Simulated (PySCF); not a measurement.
Run report: C2H3O (charge +1), excited-state calculation

The run: excited-state calculation of C2H3O (acetyl cation), charge +1, SMILES CC#[O+]. Method and program: TDDFT wB97X-D/def2-SVPD, vertical, gas phase, core orbitals frozen in the response (PySCF 2.14.0).

The geometry comes from this level: PBE0-D3(BJ)/def2-SVP.

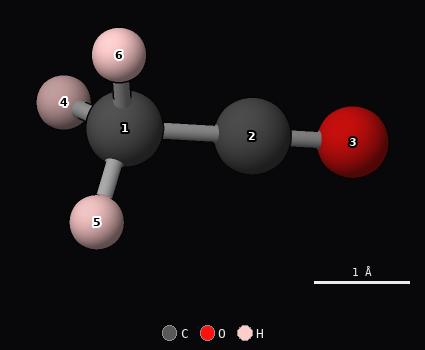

**Figure 1.** The structure (ball-and-stick view, seen at a tilt; atoms are numbered from 1 in the order of the input). Bond lengths as drawn: C–C 1.42 Å, C–H 1.11 Å and C–O 1.12 Å.

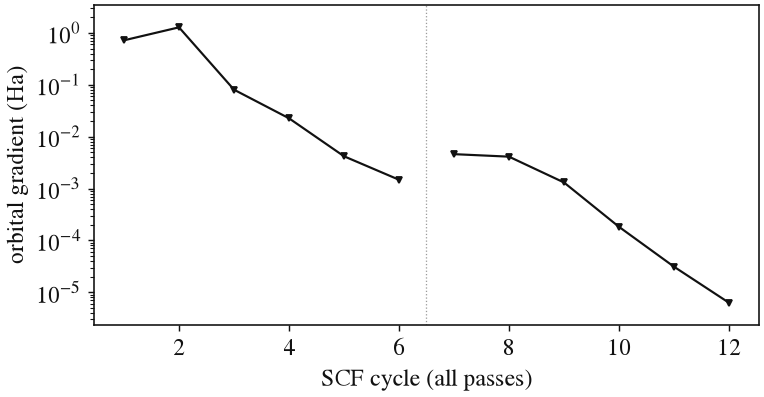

**Figure 2.** Convergence of the self-consistent field: orbital gradient against the SCF cycle. The dotted line marks the change from a coarse to the final integration grid. The first 6 cycles use a coarse grid, the final grid takes over at cycle 7, and the field converges after 12 cycles in all.

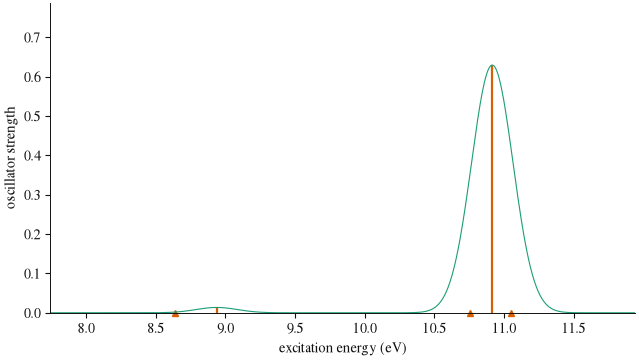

**Figure 3.** Computed excitations as sticks (degenerate states added up, dark ones marked on the axis), with a Gaussian envelope of 0.35 eV full width at half maximum, scaled to the tallest. Of the 6 states the lowest lies at 8.64 eV (f = 0.000); the strongest line is at 10.92 eV, or 114 nm (f = 0.629).

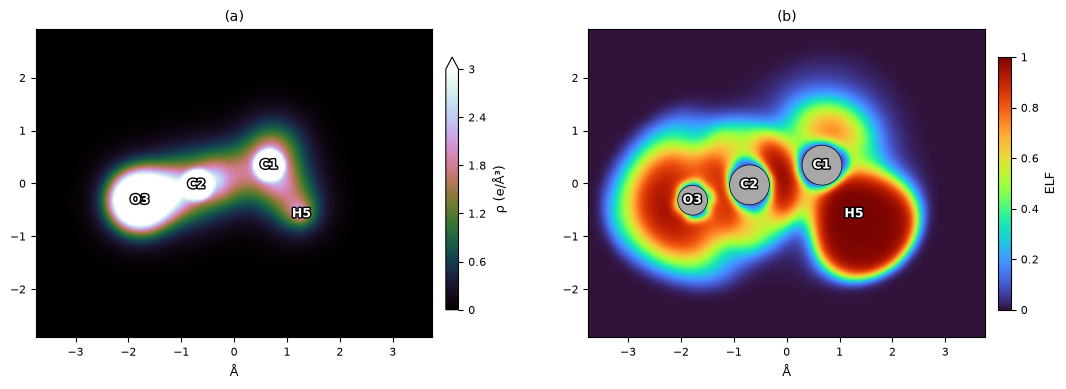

**Figure 4.** (a) electron density; (b) electron localisation function on the plane of atoms C2, C1 and H5. Grey discs, where drawn, cover atomic cores. Atoms in the plane: C, O and H. C–O (1.12 Å): ρ at the midpoint is about 4.2 e/Å³; the ELF peaks at about 0.85 between the atoms (a multiple bond by its length, whose ELF region spreads away from the axis). C–H (1.11 Å): ρ at the midpoint is about 1.9 e/Å³; the ELF climbs to about 1 towards the hydrogen, as it does in any bond to H; a covalent bond by its length.

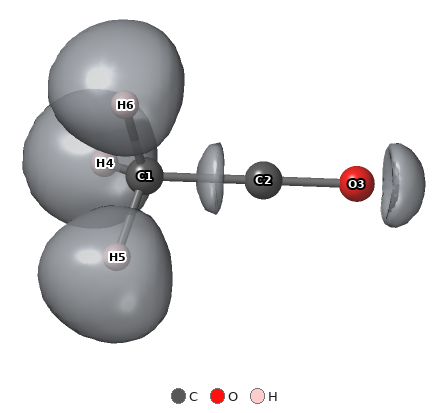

**Figure 5.** Isosurface of the electron localisation function at 0.9 (grey), seen at a tilt. Only the valence region is drawn (cores and ρ < 0.01 e/Å³ removed). Profiles from the grid: C–O (1.12 Å): the ELF peaks at about 0.85 between the atoms; a multiple bond by its length, whose ELF region spreads away from the axis.

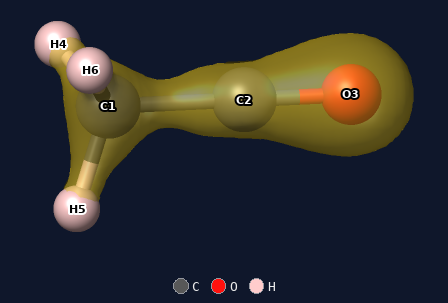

**Figure 6.** Isosurface of the electron density at 1.5 e/Å³ (yellow), seen at a tilt. At this value the surface is in one piece. On the grid the lowest density along these lines, outside the cores, is 3.6 e/Å³ (C–O, 1.12 Å), 1.8 e/Å³ (C–C, 1.42 Å) and 1.8 e/Å³ (C–H, 1.11 Å).

These pictures come from the run below.

The input
```
{"job": {"kind": "uv", "xc": "wB97X-D", "basis": "def2-SVPD", "dynamic": true, "nstates": 6, "ntriplets": 0}, "charge": 1, "multiplicity": 1}
C     -0.335588    -0.050113    -0.124789
C      1.083729    -0.033464    -0.149800
O      2.199037    -0.020373    -0.169459
H     -0.692710    -0.702203    -0.944249
H     -0.664080    -0.445156     0.855161
H     -0.700590     0.984706    -0.266891
```

The first line tells a small driver script what to run in PySCF; the rest is the geometry in Å.

Run as:
```bash
OMP_NUM_THREADS=1 python <driver script> task.json out
```

What the program printed
```
coarse grid: 5120 points
cycle   1  E = -152.6054568341  dE =  8.241e-01  |g| = 7.223e-01  |ddm| = 2.955e+00
cycle   2  E = -152.4360858613  dE =  1.694e-01  |g| = 1.285e+00  |ddm| = 1.532e+00
cycle   3  E = -152.7330249753  dE = -2.969e-01  |g| = 8.072e-02  |ddm| = 9.097e-01
cycle   4  E = -152.7343346051  dE = -1.310e-03  |g| = 2.267e-02  |ddm| = 1.620e-01
cycle   5  E = -152.7344483054  dE = -1.137e-04  |g| = 4.198e-03  |ddm| = 5.900e-02
cycle   6  E = -152.7344523883  dE = -4.083e-06  |g| = 1.480e-03  |ddm| = 7.306e-03
final grid: 49744 points
cycle   7  E = -152.7631537662  dE = -3.386e-05  |g| = 4.611e-03  |ddm| = 5.979e-02
cycle   8  E = -152.7631549974  dE = -1.231e-06  |g| = 4.125e-03  |ddm| = 1.323e-02
cycle   9  E = -152.7631580047  dE = -3.007e-06  |g| = 1.312e-03  |ddm| = 4.776e-03
cycle  10  E = -152.7631583048  dE = -3.001e-07  |g| = 1.831e-04  |ddm| = 1.149e-03
cycle  11  E = -152.7631583146  dE = -9.821e-09  |g| = 3.119e-05  |ddm| = 4.577e-04
cycle  12  E = -152.7631583148  dE = -2.437e-10  |g| = 6.291e-06  |ddm| = 5.602e-05
converged SCF energy = -152.7631583148

Static polarisability (au): isotropic 21.927, principal 17.483 17.484 30.814

Singlet excitations
state   eV       nm        f      main configurations
  1   8.6358    143.6   0.00000   H->L 0.32, H-1->L+1 0.32, H->L+1 0.15
  2   8.9376    138.7   0.00679   H-1->L 0.45, H->L+1 0.45
  3   8.9378    138.7   0.00679   H-1->L+1 0.45, H->L 0.45
  4  10.7543    115.3   0.00000   H-3->L 0.26, H-4->L+1 0.26, H-3->L+1 0.21
  5  10.9158    113.6   0.62929   H->L+1 0.30, H-1->L 0.30, H->L 0.14
  6  11.0483    112.2   0.00226   H-4->L 0.41, H-3->L+1 0.41
```

Summary

```csv
quantity,value
outcome,converged
total energy,−152.763158 hartree
HOMO,−21.06 eV
LUMO,−6.46 eV
mean polarisability,21.93 a.u.
lowest excitation,8.64 eV
hardware,"1 CPU thread, shared host"
wall time,11 s
peak memory,0.39 GiB
```
